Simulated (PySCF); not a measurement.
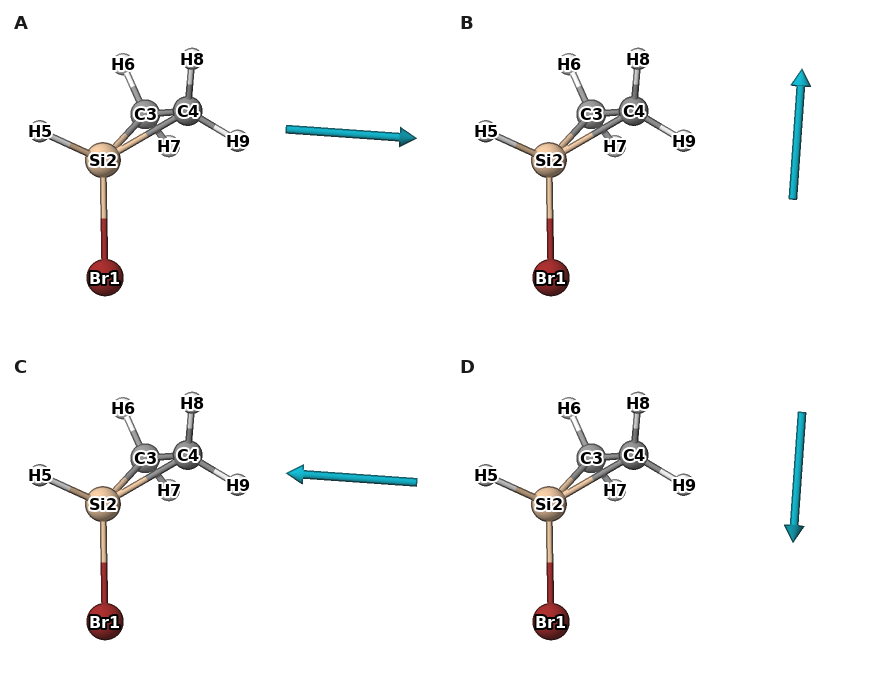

The same molecule four times, each with an arrow. The computed structure is the end point of a PBE0-D3(BJ)/def2-SVP optimisation. No frequency run is at hand to confirm it as a minimum. Level of theory: PBE0/pcSseg-1, gas phase (PySCF 2.14.0).

**Which arrow points along the dipole moment, from the negative to the positive end?**

B. The dipole moment is 1.39 D; it points from the side of Br1 to the side of H6, H8 (the outermost atoms at the two ends).
